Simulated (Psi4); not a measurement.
# SiNHF3 (SMILES [NH][Si](F)(F)F): UM06-L/6-31G(d) (spherical functions)

What is the vertical ionisation energy of SiNHF3 at UM06-L/6-31G* (spherical functions)? 

The results are computed with Psi4 1.11.

4 further runs of the same task are left out: 3 that didn't finish, 1 set aside as unsound or not needed.

## 1. The system as given

SiNHF3 has 6 atoms, charge 0, and is taken as a doublet. As SMILES, `[NH][Si](F)(F)F`. The shape is that of a PBE0-D4/def2-TZVP optimisation.

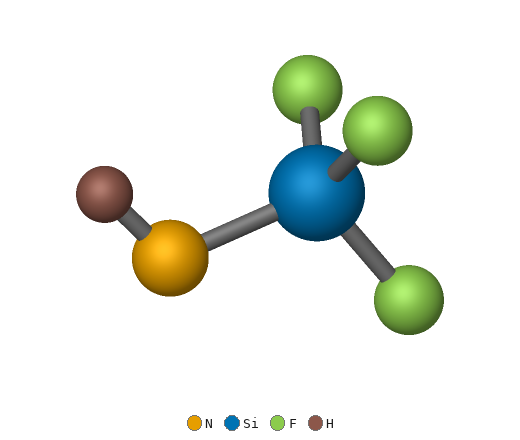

Viewed from a chosen angle; nitrogen amber, silicon blue, fluorine green, hydrogen brown.

## 2. Energy and gradient at UM06-L/6-31G(d) (spherical functions)

Input file calc.in:

```
memory 2.2 GB

molecule geom {
  0 2
  N
  Si 1 R2
  F 2 R3 1 A3
  F 2 R4 3 A4 1 D4
  F 2 R5 3 A5 4 D5
  H 1 R6 2 A6 3 D6

  R2 = 1.72336
  R3 = 1.567525
  A3 = 109.35567
  R4 = 1.573461
  A4 = 107.79054
  D4 = 121.3266
  R5 = 1.573303
  A5 = 107.8234
  D5 = 117.44712
  R6 = 1.02148
  A6 = 114.2715
  D6 = 179.52235
  units angstrom
  symmetry c1
}

set globals {
  reference            uks
  puream               true
  e_convergence        1e-09
  d_convergence        1e-08
  scf_type             pk
  dft_radial_points    99
  dft_spherical_points 590
  maxiter              100
}

result, w = gradient('m06-l/6-31G*', return_wfn=True)
oeprop(w, 'LOWDIN_CHARGES', 'MAYER_INDICES', 'QUADRUPOLE', title='M06-L')
```

Command:

```
$ psi4 calc.in calc.out -n 1
```

calc.out (excerpt; [...] marks lines left out):

```text
[...]
  Running in c1 symmetry.
[...]
  Nuclear repulsion =  256.064937016476563
[...]
  Multiplicity = 2
[...]
  Nalpha       = 25
  Nbeta        = 24
[...]
    Number of basis functions: 76
[...]
   @UKS iter   1:  -644.25741511811168   -4.54539e-01   9.42609e-03 ADIIS/DIIS
[...]
   @UKS iter  12:  -644.44255479282231   -2.27374e-12   5.76443e-09 DIIS
[...]
   @S^2 Observed:                7.541850858E-01
[...]
    Orbital Energies [Eh]
    ---------------------
    Alpha Occupied:
       1A    -65.953725     2A    -24.530735     3A    -24.530678
       4A    -24.524716     5A    -14.242436     6A     -5.359417
       7A     -3.670243     8A     -3.669991     9A     -3.667232
      10A     -1.214889    11A     -1.191621    12A     -1.187668
      13A     -0.858097    14A     -0.550323    15A     -0.482555
      16A     -0.479349    17A     -0.468316    18A     -0.421342
      19A     -0.419423    20A     -0.416112    21A     -0.403108
      22A     -0.391618    23A     -0.380246    24A     -0.321420
      25A     -0.306032
    Alpha Virtual:
[...]
  @UKS Final Energy:  -644.44255479282231
   => Energetics <=
    Nuclear Repulsion Energy =            256.0649370164765628
    One-Electron Energy =               -1404.0151909822920970
    Two-Electron Energy =                 563.3092486438149535
    DFT Exchange-Correlation Energy =     -59.8015494708216622
    Empirical Dispersion Energy =           0.0000000000000000
    VV10 Nonlocal Energy =                  0.0000000000000000
    Total Energy =                       -644.4425547928223068
[...]
  -Total Gradient:
     Atom            X                  Y                   Z
    ------   -----------------  -----------------  -----------------
       1       -0.000019477466     0.001360547809     0.004361349566
       2        0.000079507486     0.000642468614     0.007991176105
       3        0.000052441430     0.011535267248    -0.003667709675
       4        0.010184832155    -0.006078249150    -0.004547634485
       5       -0.010222056875    -0.006155022413    -0.004468025020
       6        0.000020140428    -0.001586370334     0.001077237138
[...]
 Multipole Moments:
 ------------------------------------------------------------------------------------
     Multipole            Electronic (a.u.)      Nuclear  (a.u.)        Total (a.u.)
 ------------------------------------------------------------------------------------
 L = 1.  Multiply by 2.5417464519 to convert [e a0] to [Debye]
 Dipole X            :          0.0026481           -0.0080098           -0.0053617
 Dipole Y            :         -0.2889048            0.9231048            0.6342001
 Dipole Z            :          3.0730577           -3.4766614           -0.4036037
 Magnitude           :                                                    0.7517542
 L = 2.  Multiply by 1.3450342976 to convert [e a0^2] to [Debye ang]
 Quadrupole XX       :       -130.2293598          105.3650256          -24.8643342
 Quadrupole XY       :          0.0017429           -0.0053027           -0.0035598
[...]
```

Wall time 52 s (1 thread of Intel Xeon Platinum 8259CL at 2.50GHz (Skylake/Cascade Lake), shared host); peak memory 1 GiB.

## 3. The singlet cation

Input file job.json:

```json
{
  "schema_name": "qcschema_input",
  "schema_version": 1,
  "molecule": {
    "schema_name": "qcschema_molecule",
    "schema_version": 2,
    "symbols": ["N", "Si", "F", "F", "F", "H"],
    "geometry": [-1.84153811, 1.14252841, 1.34907548, 0.36585098, -0.16931946, -0.65403421, -0.16459515, 0.73245785, -3.42531757, 0.23262529, -3.13959098, -0.62398757, 3.12239448, 0.67954551, 0.06727425, -1.63518002, 0.63381414, 3.19968427],
    "molecular_charge": 1,
    "molecular_multiplicity": 1,
    "fix_symmetry": "c1",
    "fix_com": true,
    "fix_orientation": true
  },
  "driver": "gradient",
  "model": {
    "method": "m06-l",
    "basis": "6-31G*"
  },
  "keywords": {
    "puream": true,
    "e_convergence": 1e-09,
    "d_convergence": 1e-08,
    "scf_type": "pk",
    "dft_radial_points": 99,
    "dft_spherical_points": 590,
    "scf_properties": ["LOWDIN_CHARGES", "QUADRUPOLE", "MULLIKEN_CHARGES"]
  }
}
```

Command:

```
$ psi4 --qcschema job.json -n 1 --memory 2200MB
```

stdout (excerpt; [...] marks lines left out):

```text
[...]
  Running in c1 symmetry.
[...]
  Nuclear repulsion =  256.064953510434862
[...]
  Multiplicity = 1
[...]
  Nalpha       = 24
  Nbeta        = 24
[...]
    Number of basis functions: 76
[...]
   @RKS iter   1:  -643.85018115932496   -4.73050e-02   7.57321e-03 ADIIS/DIIS
[...]
   @RKS iter  14:  -643.96974141225860   -2.38742e-12   8.60890e-09 DIIS
[...]
  @RKS Final Energy:  -643.96974141225860
   => Energetics <=
    Nuclear Repulsion Energy =            256.0649535104348615
    One-Electron Energy =               -1390.4979632299814511
    Two-Electron Energy =                 549.7913832325609746
    DFT Exchange-Correlation Energy =     -59.3281149252730415
    Empirical Dispersion Energy =           0.0000000000000000
    VV10 Nonlocal Energy =                  0.0000000000000000
    Total Energy =                       -643.9697414122585997
[...]
 Multipole Moments:
 ------------------------------------------------------------------------------------
     Multipole            Electronic (a.u.)      Nuclear  (a.u.)        Total (a.u.)
 ------------------------------------------------------------------------------------
 L = 1.  Multiply by 2.5417464519 to convert [e a0] to [Debye]
 Dipole X            :        -19.8561444           19.3097885           -0.5463559
 Dipole Y            :          9.4733617           -9.2872480            0.1861137
 Dipole Z            :         33.5319133          -32.3515443            1.1803690
 Magnitude           :                                                    1.3139308
 L = 2.  Multiply by 1.3450342976 to convert [e a0^2] to [Debye ang]
 Quadrupole XX       :       -137.5048484          116.7614895          -20.7433588
 Quadrupole XY       :          5.3374728           -5.1935902            0.1438825
[...]
  -Total Gradient:
     Atom            X                  Y                   Z
    ------   -----------------  -----------------  -----------------
       1        0.018682078467    -0.011820902517    -0.014276891939
       2       -0.044934334963     0.023318040251     0.060821658622
       3        0.007619902056    -0.005124483466    -0.003188030145
       4        0.011667439269     0.001774416033    -0.011714739982
       5        0.003611325728    -0.008895098021    -0.013775265452
       6        0.003859333585     0.000633147031    -0.018620129887
[...]
```

The result, in JSON:

```text
{
 "driver": "gradient",
 "model": {
  "method": "m06-l",
  "basis": "6-31G*"
 },
 "success": true,
 "return_result": [0.018682078466946556, -0.01182090251702056, -0.014276891938549252, -0.044934334963481, 0.023318040251164657, 0.060821658621551505, 0.007619902056492232, -0.005124483465639984, -0.0031880301446962633, 0.01166743926908909, 0.001774416033249071, -0.011714739982005241, 0.003611325728207604, -0.00889509802077175, -0.013775265452161164, 0.0038593335845643305, 0.0006331470314907828, -0.018620129886823933],
 "properties": {
  "calcinfo_nbasis": 76,
  "calcinfo_nmo": 76,
  "calcinfo_nalpha": 24,
  "calcinfo_nbeta": 24,
  "calcinfo_natom": 6,
  "nuclear_repulsion_energy": 256.06495351043486,
  "return_energy": -643.9697414122586,
  "return_gradient": [0.018682078466946556, -0.01182090251702056, -0.014276891938549252, -0.044934334963481, 0.023318040251164657, 0.060821658621551505, 0.007619902056492232, -0.005124483465639984, -0.0031880301446962633, 0.01166743926908909, 0.001774416033249071, -0.011714739982005241, 0.003611325728207604, -0.00889509802077175, -0.013775265452161164, 0.0038593335845643305, 0.0006331470314907828, -0.018620129886823933],
  "scf_one_electron_energy": -1390.4979632299815,
  "scf_two_electron_energy": 549.791383232561,
  "scf_xc_energy": -59.32811492527304,
  "scf_dipole_moment": [-0.5463559073129716, 0.1861136652348634, 1.1803690246454792],
  "scf_total_energy": -643.9697414122586,
  "scf_total_gradient": [0.018682078466946556, -0.01182090251702056, -0.014276891938549252, -0.044934334963481, 0.023318040251164657, 0.060821658621551505, 0.007619902056492232, -0.005124483465639984, -0.0031880301446962633, 0.01166743926908909, 0.001774416033249071, -0.011714739982005241, 0.003611325728207604, -0.00889509802077175, -0.013775265452161164, 0.0038593335845643305, 0.0006331470314907828, -0.018620129886823933],
  "scf_iterations": 14
 }
}
```

It took 43 s on 1 thread of Intel Xeon Platinum 8259CL at 2.50GHz (Skylake/Cascade Lake), shared host; peak memory 1 GiB.

## 4. Results

At UM06-L/6-31G* (spherical functions):

| quantity | value |
| --- | --- |
| doublet SiNHF3: total energy | -644.44255 Eh |
| doublet SiNHF3: dipole moment | 1.91 D |
| doublet SiNHF3: HOMO energy (highest over α and β) | -7.57 eV |
| doublet SiNHF3: LUMO energy (lowest over α and β) | -5.04 eV |
| doublet SiNHF3: ⟨S²⟩ | 0.754 |
| doublet SiNHF3: largest force on an atom | 0.655 eV/Å |
| singlet cation: total energy | -643.96974 Eh |
| singlet cation: HOMO energy | -16.86 eV |
| singlet cation: LUMO energy | -16.32 eV |
| singlet cation: HOMO–LUMO gap | 0.54 eV |
| singlet cation: largest force on an atom | 4.069 eV/Å |
| vertical ionisation energy (to the singlet cation) | 12.866 eV |

**Reading.** The vertical ionisation energy comes to 12.87 eV (297 kcal/mol). The largest force (doublet SiNHF3) is 0.66 eV/Å: the shape isn't a stationary point for this species at this level. Only the singlet of the ionised species was computed; a triplet could lie lower. Mulliken charges (singlet cation) run from -0.30 on F3 to +1.54 on Si2; they depend strongly on the basis.
